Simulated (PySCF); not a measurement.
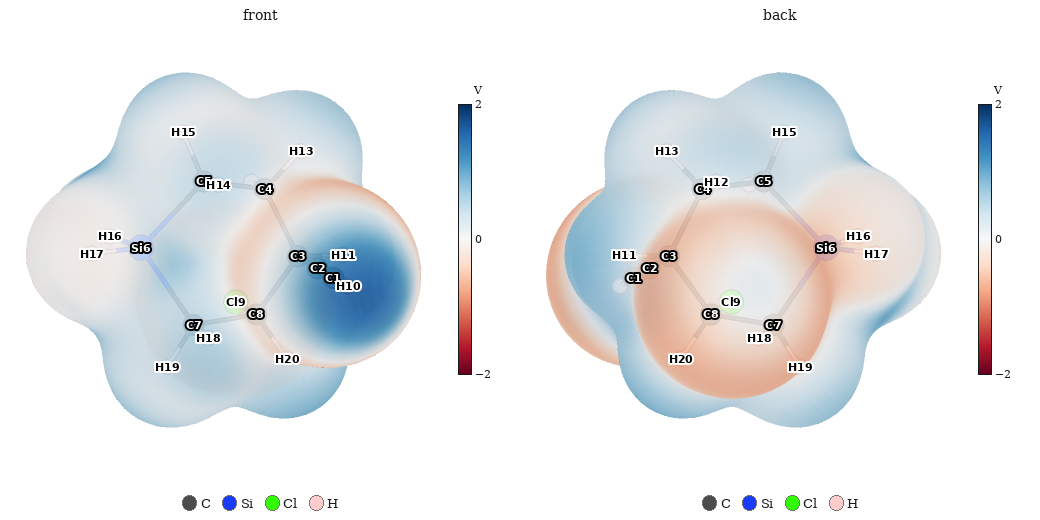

The picture shows: C7H11ClSi. The electrostatic potential painted on the density surface at 0.002 e/bohr³, seen from the front and from behind; the colour scale runs from red (negative) to blue (positive).

Geometry: GFN2-xTB.

Computed with PBE0/pcSseg-1, SCF density, gas phase, non-relativistic (PySCF).

```xyz
20

C     2.7570   -0.1307    0.8198
C     1.8914   -0.2978    0.0106
C     0.8394   -0.4930   -0.9719
C     0.2330    0.8538   -1.3966
C    -0.3549    1.6510   -0.2346
Si   -1.6920    0.6446    0.6632
C    -0.8487   -1.0497    0.8728
C    -0.1783   -1.4981   -0.4115
Cl   -1.4332   -1.8125   -1.6543
H     3.5219    0.0152    1.5229
H     1.2950   -0.9466   -1.8629
H    -0.5422    0.6622   -2.1409
H     1.0213    1.4370   -1.8817
H     0.4479    1.9083    0.4592
H    -0.7527    2.5905   -0.6183
H    -2.9109    0.5355   -0.1412
H    -1.9960    1.2044    1.9835
H    -0.0746   -0.9864    1.6400
H    -1.5536   -1.8160    1.1953
H     0.3250   -2.4610   -0.2664
```

Question: Which sites attract a positive test charge, and which a negative one?

Answer: A positive charge is drawn to the negative regions and a negative charge to the positive ones. The most negative region (about −0.7 V, or −16 kcal/mol for a unit charge) lies over C1, C2 and Cl9, the most positive (about +1.6 V, or +37 kcal/mol for a unit charge) over H10.

Question: How polar is the molecule by this calculation?

Answer: Its dipole moment is 1.67 D.
